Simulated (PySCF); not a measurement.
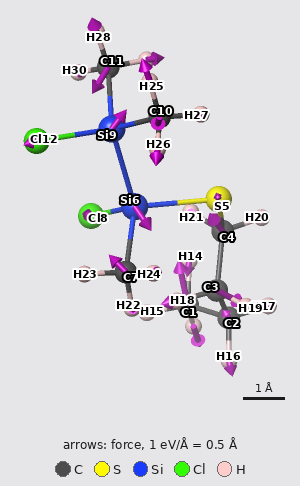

Starting geometry of C7H18Cl2SSi2 with the computed forces as purple arrows. A ball-and-stick model, seen from a free direction.

The start comes from GFN2-xTB. Its atoms were then displaced at random by about 0.01 Å.

Theory: PBE0-D3(BJ)/def2-SVP geometry optimisation, gas phase (PySCF 2.14.0, density-fitted response routines). 

**Is this structure relaxed? If not, where do the atoms go?**

It isn't relaxed: the largest force vector, on a C atom, is 2.59 eV/Å. The final displacements have little in common with the starting forces (cosine between the two patterns 0.13). The energy falls by 9.09 kcal/mol in 7 geometry steps. The largest move after the best rigid fit is that of an H atom, 0.33 Å. Largest moves by element: H 0.33 Å, Cl 0.31 Å, C 0.20 Å, S 0.10 Å, Si 0.09 Å. Near-neighbour distances that change, for instance: C–Si 1.919 → 1.868 Å, C–H 1.051 → 1.101 Å, Cl–Si 2.060 → 2.099 Å, C–S 1.863 → 1.832 Å. Among the angles between lasting bonds that change: S–Si–C 108.4° → 116.0°, Cl–Si–Si 112.6° → 106.9°, C–C–S 110.9° → 114.7°.
